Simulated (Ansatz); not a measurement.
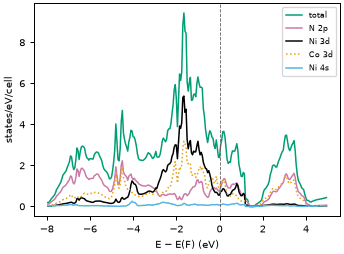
Figure: Total and projected density of states of CoNiN₂ in space group R-3m (No. 166; Co on 3b, Ni on 3a, N on 6c), r²SCAN in the plane-wave PAW code Ansatz

### Question
Which orbitals carry the states next to the Fermi level?

### Answer
Within 0.5 eV of the Fermi level: Co 3d 35 %, N 2p 31 %, Ni 3d 28 %. Projections are on Löwdin-orthogonalised atomic valence shells; empty p or d shells of many metals are not among them.

### Question
Where is the tallest occupied peak in this window, and what makes it?

### Answer
Near -1.6 eV, about 9.4 states/eV per cell; the largest projected share is Ni 3d.

The start of the workflow was typed in or built on a structure type; neither database checked (COD, Materials Project) lists it. Its standing as an ambient phase is unchecked. The cell was relaxed with r²SCAN under the symmetry of its start; its stability against distortions is not shown here. Magnetic state: ferromagnetic, the only order run, not a proven ground state. Its formation energy is positive at this level, so the cell may be metastable or incomplete. Other orbital occupations within this spin state were not tried. No Hubbard U is applied.

Potentials: the earlier of the program's two PAW sets.
